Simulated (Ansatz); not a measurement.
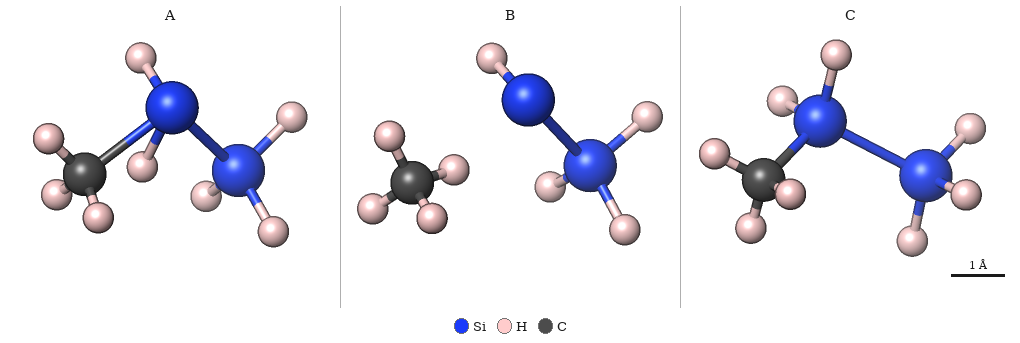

Three geometries of CH8Si2: a saddle point and the two relaxed ends that it joins, in shuffled order. A ball-and-stick model, seen at a tilt. Sticks join atoms that are closer than about 1.2 times the sum of their covalent radii (a little more with hydrogen).

Stationary points at PBE0-D4/def2-TZVP, single-point energies with CCSD(T)/CBS, r2SCAN0-D4, PBE-QIDH, PBE0-D4, wB97M-V, BHLYP-D4 (def2-TZVPP where no basis is named; Ansatz 0.2.0). The energies are electronic, without zero-point or thermal terms, and both ends are the relaxed geometries reached downhill from the saddle, with any fragments still in contact. CCSD(T)/CBS stands for a frozen-core estimate: MP2 correlation extrapolated from def2-TZVPP and def2-QZVPP, CCSD(T) minus MP2 from the smaller set.

Q: Which frame is the transition state, what reaction does it lead through, and what barrier is to be expected?

A: Frame A is the saddle point. Counted by bonded pieces, B holds CH₄ + Si₂H₄ and C holds CH₈Si₂. From B over the saddle to C, bonds form: H–Si (2.07 → 1.61 → 1.49 Å), C–Si (2.72 → 2.09 → 1.88 Å). A bond breaks: C–H (1.11 → 1.52 → 2.77 Å). The saddle has one imaginary mode, 1093i cm⁻¹. The end B keeps a soft imaginary mode of 38i cm⁻¹, so it isn't quite a minimum. With CCSD(T)/CBS the barrier is 0.87 eV from B and 3.06 eV from C, and C lies 2.19 eV below B. By Pauling bond orders of the changing bonds the saddle lies closer to C, the lower end, against what Hammond's postulate suggests.

```
      level  barrier from B (eV)  barrier from C (eV)  C less B (eV)
CCSD(T)/CBS                 0.87                 3.06          −2.19
 r2SCAN0-D4                 0.70                 3.01          −2.31
   PBE-QIDH                 0.75                 3.07          −2.32
    PBE0-D4                 0.69                 2.87          −2.18
    wB97M-V                 0.87                 2.97          −2.10
   BHLYP-D4                 1.07                 3.32          −2.24
```

Against CCSD(T)/CBS, wB97M-V comes closest on the barrier from B (+0.00 eV) and BHLYP-D4 misses most (+0.21 eV).
